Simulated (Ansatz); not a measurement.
## InPb3C: relaxing a made-up structure

Starting from a made-up structure for InPb3C, the aim is the relaxed cell, its shortest contacts and, where a second run follows, its electronic structure.

Main program and level: Ansatz 0.2.0; DFT, r2SCAN, plane-wave PAW, files of the set soft_1, scalar-relativistic, no spin, cell and ions relaxed at zero pressure; PAW set soft_1, in the first sound run; inputs show where later runs differ.

### Step 1. Set-up

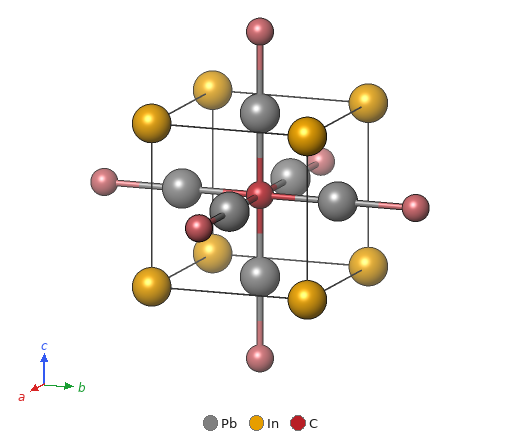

Start, viewed slightly off an axis; lead grey, indium orange, carbon red. Some periodic images of atoms are drawn too.

Coordinates:

```cif
data_structure
_symmetry_space_group_name_H-M 'P 1'
_symmetry_Int_Tables_number 1
_cell_length_a 4.9720
_cell_length_b 4.9720
_cell_length_c 4.9720
_cell_angle_alpha 90.000
_cell_angle_beta 90.000
_cell_angle_gamma 90.000
_cell_volume 122.91
loop_
_atom_site_label
_atom_site_type_symbol
_atom_site_fract_x
_atom_site_fract_y
_atom_site_fract_z
_atom_site_occupancy
Pb1 Pb 0.00000 0.50000 0.50000 1
Pb2 Pb 0.50000 0.00000 0.50000 1
Pb3 Pb 0.50000 0.50000 0.00000 1
In4 In 0.00000 0.00000 0.00000 1
C5 C 0.50000 0.50000 0.50000 1
```

### Step 2. Relaxation of the guess

The guessed cell has no reason to be at equilibrium. It is relaxed with the atoms, within the space group of the guess.

input.yaml

```yaml
crystal:
  lattice:
    - [4.972, 0.0, 0.0]
    - [0.0, 4.972, 0.0]
    - [0.0, 0.0, 4.972]
  atoms:
    - { symbol: Pb, position: [0.0, 0.5, 0.5] }
    - { symbol: Pb, position: [0.5, 0.0, 0.5] }
    - { symbol: Pb, position: [0.5, 0.5, 0.0] }
    - { symbol: In, position: [0.0, 0.0, 0.0] }
    - { symbol: C, position: [0.5, 0.5, 0.5] }
kpoints:
  mp_grid: { grid: [6, 6, 6] }
scf:
  occupations: { method: fermi_dirac, width: 0.05 }
hamiltonian:
  xc: r2scan
  pseudopotentials: { kind: paw, azcp: { folder: soft_1 } }
relax:
  f_tol: 0.015
  max_steps: 70
  cell: {}
output:
  forces: true
  stress: true
```

Command:

```
$ ansatz run input.yaml --threads 4 --pin off --max-ram 8192MiB --backend cpu --events-out ev --progress --plain --runs-dir out
```

Numbers of over 12 decimals in the logs are rounded to 6 here.

The program printed:

```text
Engine: ansatz 0.2.0, x86_64-unknown-linux-gnu
Pseudopotentials: kind: paw
Pseudopotential: Pb, paw, valence charge 14, recommended cutoff 500 eV (meta_gga), soft_1/Pb.paw.azcp
Pseudopotential: In, paw, valence charge 13, recommended cutoff 500 eV (meta_gga), soft_1/In.paw.azcp
Pseudopotential: C, paw, valence charge 4, recommended cutoff 500 eV (meta_gga), soft_1/C.paw.azcp
Functional definition: r2SCAN
  parameter k0 = 0.174
  parameter k1 = 0.065
  parameter a1 = 4.9479
  exchange = r2scan_x(k0 = k0, k1 = k1, a1 = a1)
  correlation = r2scan_c
Crystal: 5 atoms, lattice volume = 122.912 Å³
Basis set: ecut = 500 eV, 3119 PW (Γ), exchange–correlation on 160×160×160 points (64 copies of the dense FFT grid, shifted against one another)
Bands: 36, of which v1, the nominal top of the filled ones, is band 30 counted from 1 (29 counted from 0)
Symmetry: 48 space group operations
Space group: Pm-3m (ITA 221), of the structure as read, at distance tolerance 5.0e-5 Å
k-points: 20 of 216
Non-local potential: Pb, projectors of the file, l = 0: 2, l = 1: 2, l = 2: 2, l = 3: 1
Non-local potential: In, projectors of the file, l = 0: 2, l = 1: 2, l = 2: 2, l = 3: 1
Non-local potential: C, projectors of the file, l = 0: 2, l = 1: 2, l = 2: 1
PAW form: soft (Blöchl's): semilocal exchange-correlation on the pseudo side does not see the compensation charge
PAW frozen core: Pb, regenerated for the run's functional (the file was generated under x = pbe(κ = 0.804, μ = 0.219515), c = pbe(β = 0.066725))
PAW frozen core: In, regenerated for the run's functional (the file was generated under x = pbe(κ = 0.804, μ = 0.219515), c = pbe(β = 0.066725))
PAW frozen core: C, regenerated for the run's functional (the file was generated under x = pbe(κ = 0.804, μ = 0.219515), c = pbe(β = 0.066725))
PAW one-centre angular grid: Pb, 590 points (default); XC on 160 Gauss nodes
PAW one-centre angular grid: In, 590 points (default); XC on 160 Gauss nodes
PAW one-centre angular grid: C, 302 points (default); XC on 219 of its mesh's 2255 points in the sphere
Initial density: superposition of atomic densities (chi_scale 0.1, normalization cell, long waves kept (reshape's long-wave potential 0.01 eV rms))
Initial wavefunctions: pseudopotential atomic-orbital guess
Functional: x = r2scan, c = r2scan; τ floored in thin density (d = 2e-4 eV/Å³)
SCF iter   1: F=—  HF=-41628.998100 eV  |F-HF|=—  |Δ(HF+E_count)|=         —  Δρ=4.74e-2  dr2=5.75e0  dr2_τ=2.74e-1  ethr=3.10e-3  ⟨swp⟩=8.8  Hψ=3279  notcnv=0  defer=1
preconditioner: auto → Kerker (q_TF=auto, 2.414 Å⁻¹)  [metal: Δε(μ)=0.014 eV  Ē_g=15.698 eV  σ=0.050 eV  W_gap=0.07  n_scr=26 (ndim 8)  ℏωp=25.7 eV  f_vac=0.000  D(μ)=5.03/eV (n_scr^D=32)]
SCF iter   2: F=—  HF=-41627.984396 eV  |F-HF|=—  |Δ(HF+E_count)|=    1.01e0  Δρ=1.79e-2  dr2=8.86e-1  dr2_τ=1.26e-1  ethr=3.10e-3  ⟨swp⟩=3.0  Hψ=1242  notcnv=0  defer=21
SCF iter   3: F=—  HF=-41627.854283 eV  |F-HF|=—  |Δ(HF+E_count)|=   1.30e-1  Δρ=1.06e-2  dr2=3.31e-1  dr2_τ=1.32e-3  ethr=1.50e-3  ⟨swp⟩=2.2  Hψ=860  notcnv=0  defer=23
SCF iter   4: F=—  HF=-41627.773645 eV  |F-HF|=—  |Δ(HF+E_count)|=   8.06e-2  Δρ=1.94e-3  dr2=1.63e-2  dr2_τ=2.38e-4  ethr=5.61e-4  ⟨swp⟩=3.5  Hψ=1194  notcnv=0  defer=23
SCF iter   5: F=—  HF=-41627.772452 eV  |F-HF|=—  |Δ(HF+E_count)|=   1.19e-3  Δρ=6.07e-4  dr2=6.11e-4  dr2_τ=8.63e-6  ethr=2.77e-5  ⟨swp⟩=2.1  Hψ=927  notcnv=0  defer=23
SCF iter   6: F=—  HF=-41627.772730 eV  |F-HF|=—  |Δ(HF+E_count)|=   2.78e-4  Δρ=1.71e-4  dr2=3.37e-5  dr2_τ=1.00e-6  ethr=1.04e-6  ⟨swp⟩=2.0  Hψ=985  notcnv=0  defer=23
SCF iter   7: F=—  HF=-41627.772775 eV  |F-HF|=—  |Δ(HF+E_count)|=   4.53e-5  Δρ=3.89e-5  dr2=4.23e-6  dr2_τ=1.04e-7  ethr=5.71e-8  ⟨swp⟩=2.0  Hψ=899  notcnv=0  defer=23
SCF iter   8: F=—  HF=-41627.772778 eV  |F-HF|=—  |Δ(HF+E_count)|=   2.58e-6  Δρ=1.31e-5  dr2=3.54e-7  dr2_τ=4.63e-9  ethr=7.17e-9  ⟨swp⟩=2.0  Hψ=884  notcnv=0  defer=23
SCF iter   9: F=-41627.772778 eV  HF=-41627.772778 eV  |F-HF|=5.00e-8  |Δ(HF+E_count)|=   3.80e-7  Δρ=5.34e-6  dr2=5.16e-8  dr2_τ=6.91e-10  ethr=1.69e-10  ⟨swp⟩=5.1  Hψ=2688  notcnv=0
SCF 1 converged in 9 iterations: F = -41627.772778 eV  dr2 = 5.16e-8
  greatest PAW one-centre occupation: 0.980 electrons in one spin orbital (limit 2), on the In atom at site 3 (counted from 0), in its partial waves of l = 2
relax step   1: F+E_penalty+E_count = -41627.77277821 eV  Δ(F+E_penalty+E_count) = +0.000e0 eV  max|allowed force component| = 3.773e-29 eV/Å  Δτ_max = 0.0000 Å  P = +3.569 GPa  Ω = 122.912 Å³  (9 SCF iters, dr2 threshold 1.00e-7 eV, accepted)
Crystal: 5 atoms, lattice volume = 135.701 Å³
Basis set: ecut = 500 eV, 3407 PW (Γ), exchange–correlation on 160×160×160 points (64 copies of the dense FFT grid, shifted against one another)
Initial density: handed on by an earlier stage of this run
Initial wavefunctions: those handed on with the density
iter 1 solved again at ethr=6.37e-5 eV; its pass at ethr=3.10e-3 eV (dr2=3.76e-2 eV) is discarded
SCF iter   1: F=—  HF=-41627.078831 eV  |F-HF|=—  |Δ(HF+E_count)|=         —  Δρ=3.61e-3  dr2=3.95e-2  dr2_τ=2.17e-1  ethr=6.37e-5  ⟨swp⟩=1.8  Hψ=4632  notcnv=0
preconditioner: auto → Kerker (q_TF=auto, 2.375 Å⁻¹)  [metal: Δε(μ)=0.057 eV  Ē_g=15.594 eV  σ=0.050 eV  W_gap=0.28  n_scr=26 (ndim 8)  ℏωp=24.5 eV  f_vac=0.000  D(μ)=4.04/eV (n_scr^D=26)]
SCF iter   2: F=—  HF=-41627.849533 eV  |F-HF|=—  |Δ(HF+E_count)|=   7.71e-1  Δρ=4.70e-3  dr2=5.80e-2  dr2_τ=9.55e-4  ethr=6.37e-5  ⟨swp⟩=3.0  Hψ=1535  notcnv=0
SCF iter   3: F=—  HF=-41627.842338 eV  |F-HF|=—  |Δ(HF+E_count)|=   7.19e-3  Δρ=1.78e-3  dr2=9.93e-3  dr2_τ=1.34e-3  ethr=6.37e-5  ⟨swp⟩=2.3  Hψ=1077  notcnv=0  defer=3
SCF iter   4: F=—  HF=-41627.842893 eV  |F-HF|=—  |Δ(HF+E_count)|=   5.54e-4  Δρ=1.55e-3  dr2=9.80e-3  dr2_τ=1.55e-4  ethr=1.68e-5  ⟨swp⟩=1.1  Hψ=743  notcnv=0  defer=3
SCF iter   5: F=—  HF=-41627.842995 eV  |F-HF|=—  |Δ(HF+E_count)|=   1.02e-4  Δρ=1.61e-3  dr2=9.58e-3  dr2_τ=2.01e-4  ethr=1.66e-5  ⟨swp⟩=1.0  Hψ=705  notcnv=0  defer=3
SCF iter   6: F=—  HF=-41627.842350 eV  |F-HF|=—  |Δ(HF+E_count)|=   6.45e-4  Δρ=1.07e-3  dr2=4.17e-3  dr2_τ=9.15e-5  ethr=1.62e-5  ⟨swp⟩=1.0  Hψ=713  notcnv=0  defer=3
SCF iter   7: F=—  HF=-41627.841945 eV  |F-HF|=—  |Δ(HF+E_count)|=   4.05e-4  Δρ=5.02e-4  dr2=9.24e-4  dr2_τ=2.17e-5  ethr=7.07e-6  ⟨swp⟩=1.1  Hψ=714  notcnv=0  defer=3
SCF iter   8: F=—  HF=-41627.841853 eV  |F-HF|=—  |Δ(HF+E_count)|=   9.15e-5  Δρ=1.71e-4  dr2=1.09e-4  dr2_τ=2.69e-6  ethr=1.57e-6  ⟨swp⟩=1.6  Hψ=727  notcnv=0  defer=3
SCF iter   9: F=—  HF=-41627.841838 eV  |F-HF|=—  |Δ(HF+E_count)|=   1.57e-5  Δρ=2.99e-5  dr2=3.44e-6  dr2_τ=8.14e-8  ethr=1.85e-7  ⟨swp⟩=1.9  Hψ=767  notcnv=0  defer=4
SCF iter  10: F=-41627.841838 eV  HF=-41627.841838 eV  |F-HF|=2.39e-8  |Δ(HF+E_count)|=   5.60e-8  Δρ=3.35e-6  dr2=1.32e-8  dr2_τ=5.50e-10  ethr=8.47e-10  ⟨swp⟩=3.6  Hψ=2548  notcnv=0
SCF 2 converged in 10 iterations: F = -41627.841838 eV  dr2 = 1.32e-8
  greatest PAW one-centre occupation: 0.981 electrons in one spin orbital (limit 2), on the In atom at site 3 (counted from 0), in its partial waves of l = 2
relax step   2: F+E_penalty+E_count = -41627.84183753 eV  Δ(F+E_penalty+E_count) = -6.906e-2 eV  max|allowed force component| = 7.481e-30 eV/Å  Δτ_max = 0.0000 Å  P = -1.402 GPa  Ω = 135.701 Å³  energy of the carried Pulay correction = -7.074e-4 eV  (10 SCF iters, dr2 threshold 5.00e-7 eV, accepted)
Crystal: 5 atoms, lattice volume = 131.833 Å³
iter 1 solved again at ethr=4.63e-6 eV; its pass at ethr=3.10e-3 eV (dr2=2.73e-3 eV) is discarded
SCF iter   1: F=—  HF=-41627.796167 eV  |F-HF|=—  |Δ(HF+E_count)|=         —  Δρ=1.00e-3  dr2=2.46e-3  dr2_τ=1.73e-2  ethr=4.63e-6  ⟨swp⟩=2.8  Hψ=4123  notcnv=0
preconditioner: auto → Kerker (q_TF=auto, 2.386 Å⁻¹)  [metal: Δε(μ)=0.017 eV  Ē_g=15.618 eV  σ=0.050 eV  W_gap=0.09  n_scr=26 (ndim 8)  ℏωp=24.8 eV  f_vac=0.000  D(μ)=4.39/eV (n_scr^D=26)]
SCF iter   2: F=—  HF=-41627.861566 eV  |F-HF|=—  |Δ(HF+E_count)|=   6.54e-2  Δρ=1.06e-3  dr2=2.87e-3  dr2_τ=2.30e-5  ethr=4.17e-6  ⟨swp⟩=2.0  Hψ=1440  notcnv=0
SCF iter   3: F=—  HF=-41627.861223 eV  |F-HF|=—  |Δ(HF+E_count)|=   3.44e-4  Δρ=4.37e-4  dr2=6.14e-4  dr2_τ=6.64e-5  ethr=4.17e-6  ⟨swp⟩=2.0  Hψ=858  notcnv=0
SCF iter   4: F=—  HF=-41627.861405 eV  |F-HF|=—  |Δ(HF+E_count)|=   1.82e-4  Δρ=6.99e-4  dr2=1.69e-3  dr2_τ=5.17e-5  ethr=1.04e-6  ⟨swp⟩=2.0  Hψ=861  notcnv=0  recentre
SCF iter   5: F=—  HF=-41627.861299 eV  |F-HF|=—  |Δ(HF+E_count)|=   1.06e-4  Δρ=4.79e-4  dr2=7.96e-4  dr2_τ=2.47e-5  ethr=1.04e-6  ⟨swp⟩=1.4  Hψ=730  notcnv=0
SCF iter   6: F=—  HF=-41627.861228 eV  |F-HF|=—  |Δ(HF+E_count)|=   7.12e-5  Δρ=2.60e-4  dr2=2.37e-4  dr2_τ=7.39e-6  ethr=1.04e-6  ⟨swp⟩=1.1  Hψ=723  notcnv=0
SCF iter   7: F=—  HF=-41627.861213 eV  |F-HF|=—  |Δ(HF+E_count)|=   1.43e-5  Δρ=1.18e-4  dr2=4.74e-5  dr2_τ=1.54e-6  ethr=4.01e-7  ⟨swp⟩=1.3  Hψ=729  notcnv=0
SCF iter   8: F=—  HF=-41627.861209 eV  |F-HF|=—  |Δ(HF+E_count)|=   4.75e-6  Δρ=2.15e-5  dr2=1.63e-6  dr2_τ=4.85e-8  ethr=8.04e-8  ⟨swp⟩=1.9  Hψ=782  notcnv=0
SCF iter   9: F=-41627.861208 eV  HF=-41627.861208 eV  |F-HF|=1.40e-7  |Δ(HF+E_count)|=   8.00e-8  Δρ=7.47e-6  dr2=1.76e-7  dr2_τ=6.18e-9  ethr=8.47e-10  ⟨swp⟩=3.2  Hψ=2413  notcnv=0
SCF 3 converged in 9 iterations: F = -41627.861208 eV  dr2 = 1.76e-7
relax step   3: F+E_penalty+E_count = -41627.86120836 eV  Δ(F+E_penalty+E_count) = -1.937e-2 eV  max|allowed force component| = 1.203e-29 eV/Å  Δτ_max = 0.0000 Å  P = -0.155 GPa  Ω = 131.833 Å³  energy of the carried Pulay correction = -5.009e-4 eV  (9 SCF iters, dr2 threshold 5.00e-7 eV, accepted)
Crystal: 5 atoms, lattice volume = 131.369 Å³
Basis set: ecut = 500 eV, 3287 PW (Γ), exchange–correlation on 160×160×160 points (64 copies of the dense FFT grid, shifted against one another)
iter 1 solved again at ethr=6.38e-8 eV; its pass at ethr=3.10e-3 eV (dr2=3.77e-5 eV) is discarded
SCF iter   1: F=—  HF=-41627.860448 eV  |F-HF|=—  |Δ(HF+E_count)|=         —  Δρ=1.16e-4  dr2=3.55e-5  dr2_τ=2.61e-4  ethr=6.38e-8  ⟨swp⟩=3.1  Hψ=3792  notcnv=0
preconditioner: auto → Kerker (q_TF=auto, 2.388 Å⁻¹)  [metal: Δε(μ)=0.079 eV  Ē_g=15.634 eV  σ=0.050 eV  W_gap=0.34  n_scr=26 (ndim 8)  ℏωp=24.9 eV  f_vac=0.000  D(μ)=4.50/eV (n_scr^D=32)]
SCF iter   2: F=—  HF=-41627.861453 eV  |F-HF|=—  |Δ(HF+E_count)|=   1.01e-3  Δρ=1.44e-4  dr2=5.23e-5  dr2_τ=7.11e-7  ethr=6.02e-8  ⟨swp⟩=2.0  Hψ=1316  notcnv=0
SCF iter   3: F=—  HF=-41627.861447 eV  |F-HF|=—  |Δ(HF+E_count)|=   6.10e-6  Δρ=6.22e-5  dr2=1.30e-5  dr2_τ=1.46e-6  ethr=6.02e-8  ⟨swp⟩=2.1  Hψ=880  notcnv=0
SCF iter   4: F=—  HF=-41627.861449 eV  |F-HF|=—  |Δ(HF+E_count)|=   2.22e-6  Δρ=8.65e-5  dr2=2.56e-5  dr2_τ=7.78e-7  ethr=2.20e-8  ⟨swp⟩=2.0  Hψ=827  notcnv=0
SCF iter   5: F=—  HF=-41627.861447 eV  |F-HF|=—  |Δ(HF+E_count)|=   2.02e-6  Δρ=4.82e-5  dr2=8.18e-6  dr2_τ=2.40e-7  ethr=2.20e-8  ⟨swp⟩=1.4  Hψ=730  notcnv=0
SCF iter   6: F=—  HF=-41627.861446 eV  |F-HF|=—  |Δ(HF+E_count)|=   7.33e-7  Δρ=2.51e-5  dr2=2.20e-6  dr2_τ=6.65e-8  ethr=1.39e-8  ⟨swp⟩=1.1  Hψ=721  notcnv=0
SCF iter   7: F=—  HF=-41627.861446 eV  |F-HF|=—  |Δ(HF+E_count)|=   2.14e-7  Δρ=9.70e-6  dr2=3.35e-7  dr2_τ=1.01e-8  ethr=3.72e-9  ⟨swp⟩=1.5  Hψ=744  notcnv=0
SCF iter   8: F=-41627.861446 eV  HF=-41627.861446 eV  |F-HF|=1.66e-8  |Δ(HF+E_count)|=   3.50e-8  Δρ=2.38e-6  dr2=1.97e-8  dr2_τ=6.10e-10  ethr=1.01e-10  ⟨swp⟩=3.9  Hψ=2410  notcnv=0
SCF 4 converged in 8 iterations: F = -41627.861446 eV  dr2 = 1.97e-8
relax step   4: F+E_penalty+E_count = -41627.86144608 eV  Δ(F+E_penalty+E_count) = -2.377e-4 eV  max|allowed force component| = 4.891e-30 eV/Å  Δτ_max = 0.0000 Å  P = +0.008 GPa  Ω = 131.369 Å³  energy of the carried Pulay correction = -4.757e-4 eV  (8 SCF iters, dr2 threshold 5.97e-8 eV, accepted)
Initial wavefunctions: pseudopotential atomic-orbital guess (no wavefunctions were taken with the density)
iter 1 solved again at ethr=2.98e-8 eV; its pass at ethr=3.10e-3 eV (dr2=1.76e-5 eV) is discarded
SCF iter   1: F=—  HF=-41627.858875 eV  |F-HF|=—  |Δ(HF+E_count)|=         —  Δρ=3.65e-4  dr2=3.72e-6  dr2_τ=2.94e-6  ethr=2.98e-8  ⟨swp⟩=4.0  Hψ=5724  notcnv=0
preconditioner: auto → Kerker (q_TF=auto, 2.388 Å⁻¹)  [metal: Δε(μ)=0.079 eV  Ē_g=15.635 eV  σ=0.050 eV  W_gap=0.33  n_scr=26 (ndim 8)  ℏωp=24.9 eV  f_vac=0.000  D(μ)=4.51/eV (n_scr^D=32)]
SCF iter   2: F=—  HF=-41627.861139 eV  |F-HF|=—  |Δ(HF+E_count)|=   2.26e-3  Δρ=1.85e-4  dr2=9.47e-7  dr2_τ=1.25e-5  ethr=6.31e-9  ⟨swp⟩=2.0  Hψ=1276  notcnv=0
SCF iter   3: F=—  HF=-41627.862087 eV  |F-HF|=—  |Δ(HF+E_count)|=   9.48e-4  Δρ=6.23e-6  dr2=1.26e-8  dr2_τ=8.05e-9  ethr=1.61e-9  ⟨swp⟩=2.0  Hψ=1316  notcnv=0
SCF iter   4: F=—  HF=-41627.862088 eV  |F-HF|=—  |Δ(HF+E_count)|=   7.73e-7  Δρ=1.90e-6  dr2=4.34e-9  dr2_τ=1.49e-10  ethr=2.13e-11  ⟨swp⟩=2.2  Hψ=1325  notcnv=0
SCF iter   5: F=—  HF=-41627.862088 eV  |F-HF|=—  |Δ(HF+E_count)|=   1.79e-8  Δρ=7.90e-7  dr2=2.46e-9  dr2_τ=1.07e-10  ethr=7.36e-12  ⟨swp⟩=2.0  Hψ=1262  notcnv=0
SCF iter   6: F=—  HF=-41627.862088 eV  |F-HF|=—  |Δ(HF+E_count)|=  3.27e-10  Δρ=4.26e-7  dr2=3.46e-10  dr2_τ=3.20e-11  ethr=4.17e-12  ⟨swp⟩=2.0  Hψ=903  notcnv=0
SCF iter   7: F=-41627.862088 eV  HF=-41627.862088 eV  |F-HF|=1.46e-11  |Δ(HF+E_count)|=  3.78e-10  Δρ=1.15e-7  dr2=3.31e-11  dr2_τ=5.61e-13  ethr=1.00e-12  ⟨swp⟩=3.6  Hψ=2541  notcnv=0
SCF 5 converged in 7 iterations: F = -41627.862088 eV  dr2 = 3.31e-11
relax step   5: F+E_penalty+E_count = -41627.86208810 eV  Δ(F+E_penalty+E_count) = -6.420e-4 eV  max|allowed force component| = 1.302e-29 eV/Å  Δτ_max = 0.0000 Å  P = +0.015 GPa  Ω = 131.369 Å³  stress off target by 1.54e-2 GPa  SCF on the basis re-selected at this cell (its energy is not comparable with the rows above)  (7 SCF iters)
basis re-selected at this cell: Δ(F+E_penalty+E_count) = -6.420e-4 eV, ΔP = +0.007 GPa vs the last step (what re-selecting the basis moved, of the pressure what is left beyond the Pulay correction that the steps carried, after the strain that the cell walked since its last selection, with what the two solves' SCF thresholds leave and, on support functions, any second-order correction that the steps lacked; it is no m [...]
SCF converged after 7 iterations
Free energy (F): -41627.862088 eV
Harris-Foulkes:  -41627.862088 eV  (|F-HF|=1.46e-11)
Internal energy: -41627.824959 eV  (E = F + TS)
E sigma→0 (E₀):  -41627.843523 eV
Entropy (-TS):   -0.037130 eV (-7.426 meV/atom)
Fermi energy:    9.768891 eV
--- Per-component energies (eV) ---
  E_band       = -187.698334
  E_kinetic    = 1171.344268
  E_local      = -4221.768052  (includes V_loc(G=0)·N_el)
  E_nonlocal   = 1270.778536
  E_hartree    = 1639.727969
  E_xc         = -755.191892
  E_vxc        = -607.928204  (∫ρ·V_xc dr)
  E_paw        = -35595.321494  (= ΣΔE_a)
  E_vpaw       = -1122.316250  (= ΣTr[D̂ρ^β])
  E_aug_tail   = -0.000071  (compensation charges beyond the density's cutoff)
  E_vtau       = 42.735385  (kinetic-family band-sum trace: ∫τ·v_τ [+ j·A + Jᵃ·Aᵃ] dr)
  E_ewald      = -5141.230904
  E_core_change = 3.836681  (= ΣΔE_core)
  E_smearing   = -0.037130  (= −TS)
  E_closure    = 0.000000  (closes the sum)
  Σ components = -41627.862088   (vs F -41627.862088, Δ=0.00e0)
--- Forces (eV/Å), atoms counted from 1 ---
  atom   1  Pb     0.00000000    -0.00000000     0.00000000
  atom   2  Pb    -0.00000000    -0.00000000    -0.00000000
  atom   3  Pb    -0.00000000    -0.00000000    -0.00000000
  atom   4  In     0.00000000     0.00000000    -0.00000000
  atom   5  C     -0.00000000     0.00000000    -0.00000000
  max |Σ_I F_I| component: 2.96e-29 eV/Å
--- Stress (GPa, compression-positive) ---
        0.015438      -0.000000       0.000000
       -0.000000       0.015438       0.000000
        0.000000       0.000000       0.015438
  P = ⅓ Tr σ = 0.0154 GPa (0.154 kbar)
--- Relaxed structure (4 steps of the walk, 4 accepted, 1 SCFs on fresh bases) ---
  F+E_penalty+E_count = -41627.86208810 eV   max|allowed force component| = 1.302e-29 eV/Å   (the final SCF, on the basis selected at the relaxed cell)
  cell:  # Å, volume = 131.3689 Å³
    - [5.083516, 0, 0]
    - [0, 5.083516, 0]
    - [0, 0, 5.083516]
  atoms:
    - { symbol: Pb, position: [0, 0.5, 0.5] }
    - { symbol: Pb, position: [0.5, 0, 0.5] }
    - { symbol: Pb, position: [0.5, 0.5, 0] }
    - { symbol: In, position: [0, 0, 0] }
    - { symbol: C, position: [0.5, 0.5, 0.5] }
```

Wall time 11 s (4 threads of AMD EPYC 9B14 (Zen 4), shared host); peak memory 0.84 GiB.

The steps of the relaxation:

```tsv
step	energy less that of the first step (eV)	largest force component (eV/Å)	pressure (GPa)	volume (Å³)
1	0.0000	0.0000	3.57	122.91
2	-0.0691	0.0000	-1.40	135.70
3	-0.0884	0.0000	-0.15	131.83
4	-0.0887	0.0000	0.01	131.37
5*	-0.0893	0.0000	0.02	131.37
```

Relaxation steps marked * repeat the geometry before them on a plane-wave basis chosen anew for their cell, so energy and pressure can jump there.

The run keeps the 48 symmetry operations that it works with, so distortions that break them were not tested.

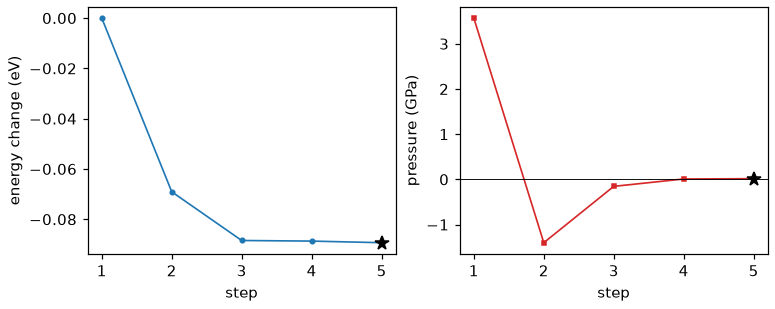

Energy and pressure along the relaxation. Stars mark steps on a basis chosen anew.

```tsv
conventional cell, symmetrised	before	after	change
a (Å)	4.972	5.084	+2.2 %
b (Å)	4.972	5.084	+2.2 %
c (Å)	4.972	5.084	+2.2 %
volume (Å³/atom)	24.58	26.27	+6.9 %
```

Final coordinates:

```cif
data_structure
_symmetry_space_group_name_H-M 'P 1'
_symmetry_Int_Tables_number 1
_cell_length_a 5.0835
_cell_length_b 5.0835
_cell_length_c 5.0835
_cell_angle_alpha 90.000
_cell_angle_beta 90.000
_cell_angle_gamma 90.000
_cell_volume 131.37
loop_
_atom_site_label
_atom_site_type_symbol
_atom_site_fract_x
_atom_site_fract_y
_atom_site_fract_z
_atom_site_occupancy
Pb1 Pb 0.00000 0.50000 0.50000 1
Pb2 Pb 0.50000 0.00000 0.50000 1
Pb3 Pb 0.50000 0.50000 0.00000 1
In4 In 0.00000 0.00000 0.00000 1
C5 C 0.50000 0.50000 0.50000 1
```

This step gave:

| Property | Result |
| --- | --- |
| free energy | -41627.8621 eV |
| energy at zero smearing | -41627.8435 eV |
| smearing term TS | 0.03713 eV |
| Fermi energy | 9.769 eV |
| electrons | 59 |
| symmetry operations | 48 |
| pressure | 0.01544 GPa |

The shortest distance of each pair, which need not be the same contact before and after:

```tsv
pair	guess (Å)	relaxed (Å)
C–Pb	2.486	2.542
Pb–Pb	3.516	3.595
In–Pb	3.516	3.595
C–In	4.306	4.402
In–In	4.972	5.084
```

The relaxation ends with a pressure of 0.02 GPa.

(Continued in part 2 of 2.)

[Logs are printed without paths, hosts, clocks, repeated set-up lines and the standing remarks that a program may print on its own settings, such as how far it seeks lower states.]

[Hosts, paths, dates, database ids (printed as entryN), source tags and the programs' standing remarks are cut or masked in the printed files.]
